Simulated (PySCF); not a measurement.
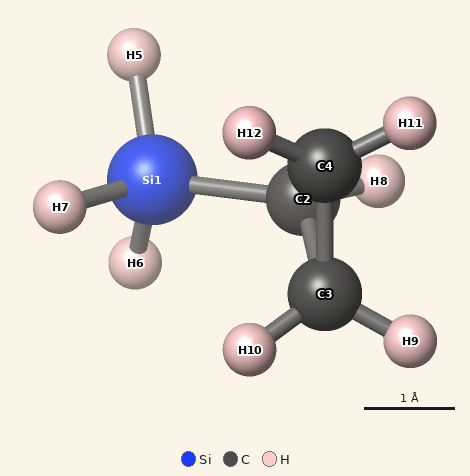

The input geometry (ball-and-stick view, seen at an oblique angle; atoms are numbered from 1 in the order of the input). Bond lengths as drawn: C–C 1.49 to 1.51 Å, C–H 1.09 to 1.10 Å, C–Si 1.87 Å and H–Si 1.50 Å.

# NMR shielding calculation, with input and output: C$_{3}$H$_{8}$Si

The run: NMR shielding calculation of C$_{3}$H$_{8}$Si, SMILES [SiH3]C1CC1. Method and program: GIAO BHandHLYP/pcSseg-2 NMR shielding, non-relativistic, gas phase (PySCF 2.14.0).

The geometry comes from this level: PBE0-D3(BJ)/def2-SVP. Figures and captions count atoms from 1; the log counts them from 0 in places.

Input:
```
{"job": {"kind": "nmr", "xc": "BHandHLYP", "basis": "pcSseg-2", "pop": false}, "charge": 0, "multiplicity": 1}
Si     1.745402    -0.216268    -0.385778
C      0.119894    -0.201770     0.529632
C     -1.151803    -0.643670    -0.154248
C     -0.954379     0.798487     0.174813
H      2.703672     0.779466     0.187980
H      2.390245    -1.564901    -0.332583
H      1.489290     0.134823    -1.818858
H      0.187604    -0.451695     1.594853
H     -1.872858    -1.217987     0.433507
H     -1.098923    -0.943159    -1.205511
H     -1.535511     1.230592     0.994394
H     -0.768164     1.495420    -0.648195
```

The first line tells a small driver script what to run in PySCF; the rest is the geometry in Å.

Launched with:
```bash
OMP_NUM_THREADS=1 python <driver script> task.json out
```

Output:
```
coarse grid: 9848 points
cycle   1  E = -408.5388170321  dE =  3.323e-01  |g| = 2.588e-01  |ddm| = 2.264e+00
cycle   2  E = -408.5510434979  dE = -1.223e-02  |g| = 1.783e-01  |ddm| = 3.867e-01
cycle   3  E = -408.5586597287  dE = -7.616e-03  |g| = 4.807e-02  |ddm| = 1.469e-01
cycle   4  E = -408.5592440471  dE = -5.843e-04  |g| = 6.451e-03  |ddm| = 4.488e-02
cycle   5  E = -408.5592500227  dE = -5.976e-06  |g| = 1.888e-03  |ddm| = 6.065e-03
final grid: 88528 points
cycle   6  E = -408.5662768150  dE = -2.500e-05  |g| = 3.319e-03  |ddm| = 2.432e-02
cycle   7  E = -408.5662769496  dE = -1.346e-07  |g| = 3.236e-03  |ddm| = 4.965e-03
cycle   8  E = -408.5662795408  dE = -2.591e-06  |g| = 1.856e-04  |ddm| = 2.313e-03
cycle   9  E = -408.5662795488  dE = -7.995e-09  |g| = 7.081e-05  |ddm| = 2.766e-04
cycle  10  E = -408.5662795498  dE = -9.469e-10  |g| = 1.563e-05  |ddm| = 7.698e-05
```

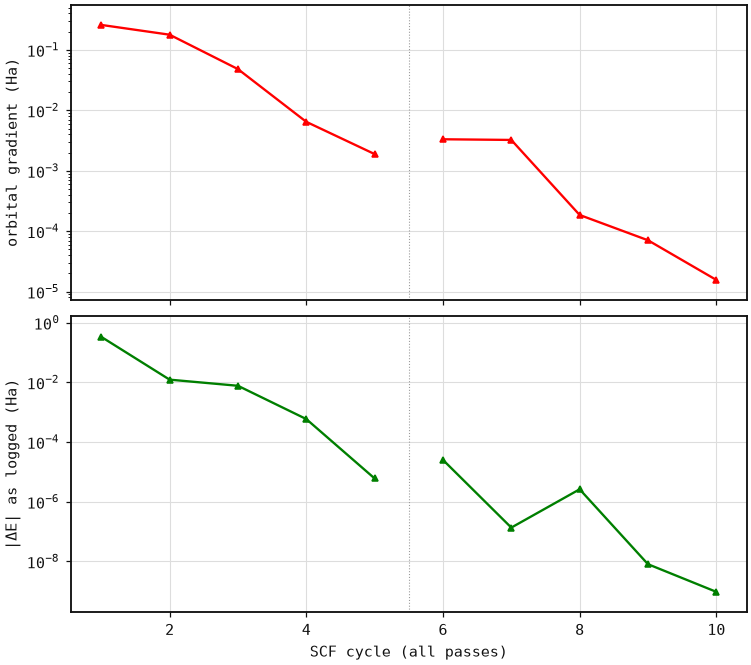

Convergence of the self-consistent field: orbital gradient and size of the energy change against the SCF cycle. The dotted line marks the change from a coarse to the final integration grid. The first 5 cycles use a coarse grid, the final grid takes over at cycle 6, and the field converges after 10 cycles in all.

```
converged SCF energy = -408.5662795498

GIAO shielding tensors (ppm)
atom      isotropic    diamagn.    paramagn.     s11        s22        s33       span
  0 Si     399.497     876.526    -477.029    361.371    376.105    461.015     99.644
  1 C      195.344     250.711     -55.367    163.287    187.584    235.162     71.875
  2 C      181.147     245.816     -64.669    152.057    174.895    216.490     64.434
  3 C      181.185     245.642     -64.458    152.066    174.930    216.559     64.493
  4 H       27.392      28.610      -1.218     24.082     25.308     32.784      8.702
  5 H       27.394      28.545      -1.151     24.093     25.303     32.786      8.693
  6 H       28.328      29.386      -1.058     25.009     26.657     33.317      8.307
  7 H       31.933      31.449       0.485     25.018     27.841     42.941     17.922
  8 H       30.735      30.034       0.701     24.897     26.354     40.953     16.056
  9 H       31.186      31.093       0.093     25.290     27.957     40.312     15.023
 10 H       30.736      30.103       0.633     24.888     26.365     40.955     16.067
 11 H       31.181      31.165       0.016     25.298     27.945     40.300     15.002
```

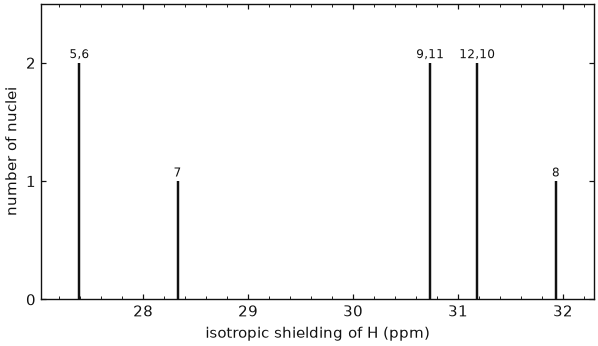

Isotropic shieldings of the hydrogen nuclei in this fixed geometry, labelled by atom number; shielding grows to the right, so chemical shift grows to the left. The least shielded is H5 (27.4 ppm), the most shielded H8 (31.9 ppm).

Summary:

```json
{"quantity": "outcome", "value": "converged"}
{"quantity": "total energy", "value": "−408.566280 hartree"}
{"quantity": "HOMO", "value": "−9.45 eV"}
{"quantity": "LUMO", "value": "1.14 eV"}
{"quantity": "dipole moment", "value": "0.90 D"}
{"quantity": "isotropic shielding, Si", "value": "399.5 ppm"}
{"quantity": "isotropic shielding, C", "value": "181.1 to 195.3 ppm"}
{"quantity": "isotropic shielding, H", "value": "27.4 to 31.9 ppm"}
{"quantity": "hardware", "value": "1 CPU thread, shared host"}
{"quantity": "wall time", "value": "27 s"}
{"quantity": "peak memory", "value": "1.1 GiB"}
```
